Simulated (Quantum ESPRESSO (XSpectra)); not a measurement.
The core hole at the C K edge of WC (P-6m2)

```
WC
1.0
    2.91659     0.00000     0.00000
   -1.45829     2.52584     0.00000
    0.00000     0.00000     2.83944
W C
1 1
Direct
  0.00000   0.00000   0.00000
  0.66667   0.33333   0.50000
```

Geometry: Materials Project entry mp-1894 (a computed structure). No spin-polarised start was tried. The cell is the entry's, not relaxed again.

Absorber: atom 2, C on Wyckoff site f (site symmetry -6m2), with 6 W at 2.20 Å.

Method: LDA, no, half or full core hole, dipole K-edge X-ray absorption, plane waves, Troullier-Martins potentials made with ld1.x and PseudoDojo potentials for the other elements (Perdew-Zunger form enforced), scalar-relativistic, no spin, constant broadening (Quantum ESPRESSO (XSpectra)).

Full-hole run: 32-atom cell (absorber images 7.6 Å apart), 60 Ry, k meshes 5×5×5 (SCF) and 5×5×5 (spectrum), Lorentzian half width 0.5 eV. The ground-state test found no gap over 0.25 eV with this functional, so the cell is neutral with smeared occupations; energies count from the Fermi level. Field directions run: x; z, weighted by the site's symmetry in the crystal. Intensities are scaled to a mean of 1 over 0–35 eV.

The half-hole run shares these settings; the run without a hole takes the primitive cell with a 12×12×10 mesh.

```json
[
 {"core hole": "none (primitive cell)", "mean 0–10 eV": "1.25", "mean 10–20 eV": "1.23", "mean 20–30 eV": "0.64", "highest value below 30 eV": "2.2"},
 {"core hole": "half", "mean 0–10 eV": "1.41", "mean 10–20 eV": "1.13", "mean 20–30 eV": "0.58", "highest value below 30 eV": "2.3"},
 {"core hole": "full", "mean 0–10 eV": "1.52", "mean 10–20 eV": "1.04", "mean 20–30 eV": "0.56", "highest value below 30 eV": "2.7"}
]
```

From no hole to a full hole the mean over the first 10 eV goes from 1.25 through 1.41 to 1.52: the hole pulls absorption towards the edge. The cell size was not varied. Each run counts from its own energy zero.

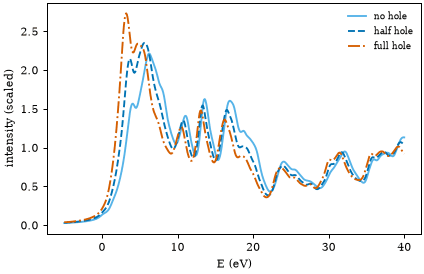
Figure. The three spectra
